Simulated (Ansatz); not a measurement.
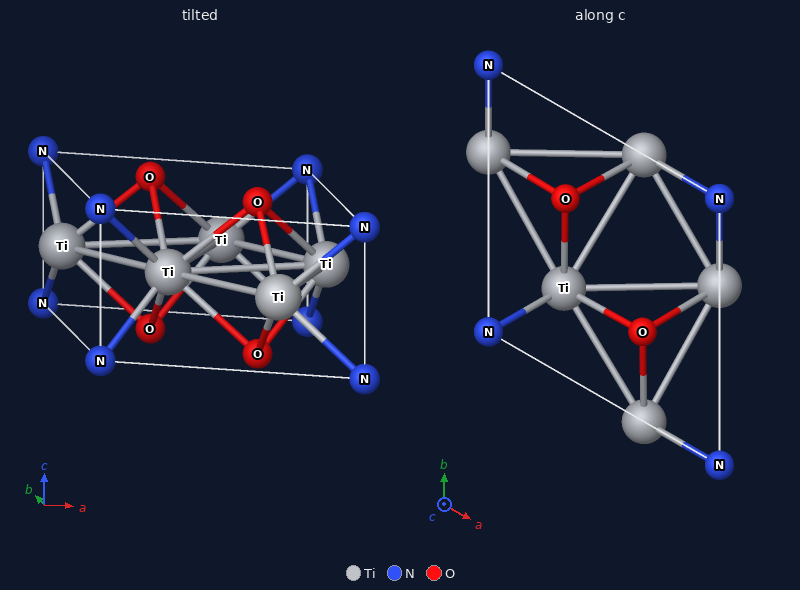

Crystal structure, ball-and-stick style, seen slightly off an axis and along the c axis. The lines enclose the conventional unit cell; boundary atoms appear with their images.

Ti3NO2, space group P-62m (No. 189), a = 4.949 Å, b = 4.949 Å, c = 2.769 Å, α = 90.00°, β = 90.00°, γ = 120.00°. Starting structure: a structure type filled with these elements by a generator (whether the compound takes this form wasn't checked). Earlier steps of the study may have refined or changed the cell and positions. Ansatz was used for an electronic-structure calculation on it.

This one geometry was computed with Ansatz (DFT, plane waves, PAW) at three levels of theory: PBE+U (U_eff = 4.00 eV on Ti d), PBE and PBEsol.

Question: Which level gives the highest pressure at this volume, and what does that say about its equilibrium volume?

Answer: Highest: PBE+U (U_eff = 4.00 eV on Ti d) (6.7 GPa), which points to the largest equilibrium volume. Lowest, with the smallest volume: PBEsol (-8.7 GPa). Levels within 0.5 GPa of each other can't be told apart.

Question: How does the band gap change with the level of theory?

Answer: All levels give a metal.

Question: Collect the results in a table.

Answer:
| level | cutoff (eV) | k-mesh of the run's cell | gap (eV) | pressure (GPa) |
| --- | --- | --- | --- | --- |
| PBE+U (U_eff = 4.00 eV on Ti d) | 420 | 12×12×14 | metal | 6.7 |
| PBE | 420 | 12×12×14 | metal | 0.0 |
| PBEsol | 420 | 12×12×14 | metal | -8.7 |

Gaps are taken on the k-mesh or band path of each run.
